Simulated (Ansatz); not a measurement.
## Frequency calculation of AlNH₄Cl₃F

- system: AlNH₄Cl₃F
- method: RKS PBE0-D4/def2-SVP (Ansatz 0.2.0)

Figures and captions count atoms from 1; the log counts them from 0 in places.

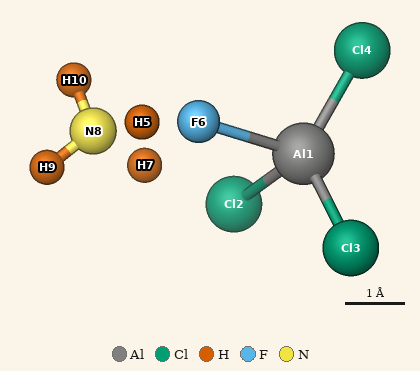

*The structure as given in the input (ball-and-stick view, seen at a tilt; atoms are numbered from 1 in the order of the input). Sticks mark near contacts.*

Bond lengths as drawn: Al–Cl 2.08 to 2.60 Å, Al–F 2.11 Å and H–N 1.02 Å.

**Summary**

| quantity | value |
| --- | --- |
| outcome | converged |
| total energy | −48406.5504 eV |
| mean-field energy | −48406.3248 eV |
| dispersion energy | −0.2256 eV |
| largest force (length of the vector) | 3.729 eV/Å |
| dipole moment | 4.56 D |
| hardware | 8 threads of Arm Neoverse N1, 23 GiB of memory available, shared host |
| wall time | 72 s (CPU time 8.2 min) |
| peak memory | 0.28 GiB |

**Input**
```yaml
crystal:
  periodic: [false, false, false]
  atoms:
    - {symbol: Al, position_ang: [-1.162268, 0.179109, -1.509242]}
    - {symbol: Cl, position_ang: [-0.691265, -1.970977, -0.120666]}
    - {symbol: Cl, position_ang: [-0.567112, -0.124347, -3.476125]}
    - {symbol: Cl, position_ang: [-2.991112, 0.971211, -0.916062]}
    - {symbol: H, position_ang: [0.788125, 0.802966, 0.429060]}
    - {symbol: F, position_ang: [0.334148, 1.326499, -0.558969]}
    - {symbol: H, position_ang: [0.378795, -1.066323, 0.937554]}
    - {symbol: N, position_ang: [1.090663, -0.045927, 1.411977]}
    - {symbol: H, position_ang: [2.075344, -0.298587, 1.471982]}
    - {symbol: H, position_ang: [0.744683, 0.226375, 2.330491]}
basis:
  gaussian: {orbitals: def2-SVP}
hamiltonian: {xc: pbe0, dispersion: d4}
phonons: {}
scf: {lower_state_search: off}
```

Command:
```bash
ansatz run in.yaml --threads 8 --pin off --events-out ev --progress --plain --max-ram 19148MiB
```

**Log**
```
Functional definition: PBE0
  name "PBE0"
  cite "Adamo & Barone, J. Chem. Phys. 110, 6158 (1999) doi:10.1063/1.478522"
  cite "Perdew, Burke & Ernzerhof, Phys. Rev. Lett. 77, 3865 (1996) doi:10.1103/PhysRevLett.77.3865"
  parent pbe
  parameter a = 0.25
  parameter kappa = 0.804
  parameter beta = 0.06672455060314922
  exchange = (1 - a)*pbe_x(kappa = kappa, mu = beta*pi^2/3) + a*exact_x
  correlation = pbe_c(beta = beta)
these checks for a lower state are left out or cut short: stability, starts, cluster_reference, orbital_swaps, neighbouring_geometries, increment
1201 factors; integrals over basis functions are off by at most 5.1e-4 eV
mean field evaluation 1: about -48401.6334 eV, gradient 4.9e1 eV
mean field evaluation 2: about -48397.6865 eV, gradient 6.6e1 eV
mean field evaluation 4: about -48406.3006 eV, gradient 1.5e0 eV
mean field evaluation 8: about -48406.3247 eV, gradient 1.4e-1 eV
mean field evaluation 16: about -48406.3248 eV, gradient 2.2e-5 eV
mean field -48406.32475321 eV, -1778.8996236951 hartree, gradient 4.4e-6 eV, S^2 0.000000; 0 other end points of the search recorded, 0 dependent functions left out
the calculation of the forces begins
reference -48406.32478326 eV, -1778.8996247994 hartree; 42, 42 occupied and 78, 78 virtual orbitals, 1201 factors
these checks for a lower state are left out or cut short: stability, starts, cluster_reference, orbital_swaps, neighbouring_geometries, increment
1201 factors; integrals over basis functions are off by at most 5.1e-4 eV
mean field -48406.32989043 eV, -1778.8998124845 hartree, gradient 1.2e-6 eV, S^2 0.000000; 0 other end points of the search recorded, 0 dependent functions left out
[... from here on the field's lines of each further geometry are left out, up to the last ...]
the calculation of the forces begins
reference -48406.32469322 eV, -1778.8996214905 hartree; 42, 42 occupied and 78, 78 virtual orbitals, 1201 factors
these checks for a lower state are left out or cut short: stability, starts, cluster_reference, orbital_swaps, neighbouring_geometries, increment
1201 factors; integrals over basis functions are off by at most 5.1e-4 eV
mean field -48406.32461115 eV, -1778.8996184743 hartree, gradient 2.3e-6 eV, S^2 0.000000; 0 other end points of the search recorded, 0 dependent functions left out
the calculation of the forces begins
reference -48406.32464118 eV, -1778.8996195782 hartree; 42, 42 occupied and 78, 78 virtual orbitals, 1201 factors
WARN: phonons: modes at or below zero, which the zero-point energy, F, S and C_V leave out: 1, the lowest at -1210.50 cm⁻¹. A minimum has none, and a first-order saddle one
Total energy: -48406.55036700 eV, -1778.9079148490 hartree
Atom 0 at    -1.162268     0.179109    -1.509242 Å, force     2.085030    -0.228333     2.109823 eV/Å
Atom 1 at    -0.691265    -1.970977    -0.120666 Å, force    -0.315897     1.582675    -0.970521 eV/Å
Atom 2 at    -0.567112    -0.124347    -3.476125 Å, force     0.009877    -0.002837    -0.011567 eV/Å
Atom 3 at    -2.991112     0.971211    -0.916062 Å, force    -0.011787     0.005136     0.004154 eV/Å
Atom 4 at     0.788125     0.802966     0.429060 Å, force     0.355801    -1.177330     1.272424 eV/Å
Atom 5 at     0.334148     1.326499    -0.558969 Å, force    -1.633605    -1.455336    -0.858163 eV/Å
Atom 6 at     0.378795    -1.066323     0.937554 Å, force     1.736561     2.502067     1.147577 eV/Å
Atom 7 at     1.090663    -0.045927     1.411977 Å, force    -2.247963    -1.223357    -2.712379 eV/Å
Atom 8 at     2.075344    -0.298587     1.471982 Å, force    -0.000721     0.003065     0.015213 eV/Å
Atom 9 at     0.744683     0.226375     2.330491 Å, force     0.022703    -0.005750     0.003440 eV/Å
Dipole moment:     0.576811     0.086101     0.749448 e Å
Vibrations: -1210.50 89.90 93.15 111.24 126.47 158.39 211.61 215.83 268.71 342.10 412.79 455.79 515.00 590.45 665.11 709.72 851.57 1347.48 1466.90 1505.34 1538.90 1620.51 3557.52 3668.40 cm⁻¹, zero-point energy 1.272256 eV
Checks for a lower state left out: stability, starts, cluster_reference, orbital_swaps, neighbouring_geometries, increment
```

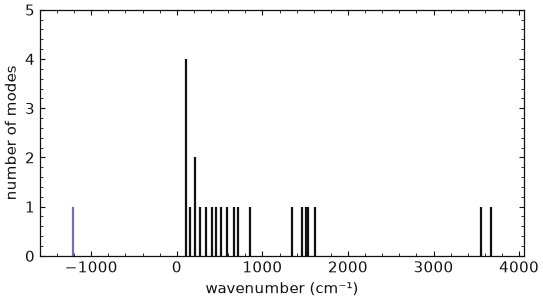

*Harmonic vibrational wavenumbers from the force constants; neighbouring modes closer than 22 cm⁻¹ are counted in one stick, and imaginary ones are drawn at negative wavenumbers.*

24 modes from 1210i to 3668 cm⁻¹, 1 imaginary beyond 8i (1210i cm⁻¹): a first-order saddle point, if the geometry is stationary.

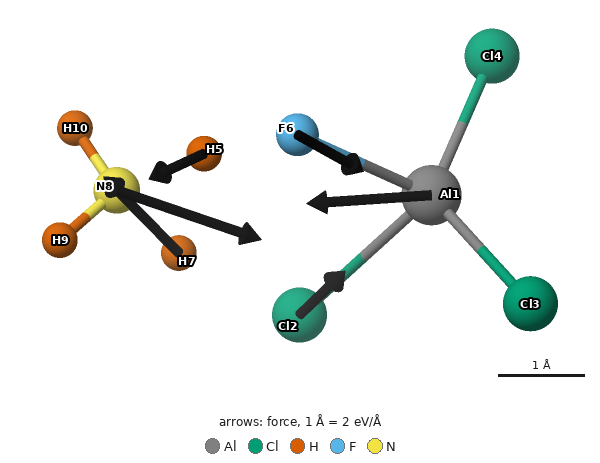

*Forces on the atoms as black arrows (ball-and-stick view, seen at a tilt; atoms are numbered from 1 in the order of the input); the smallest are left out.*

The largest act on N8 (3.73 eV/Å); H7 (3.25 eV/Å); Al1 (2.98 eV/Å); F6 (2.35 eV/Å), among others. The geometry is not a stationary point of this energy.
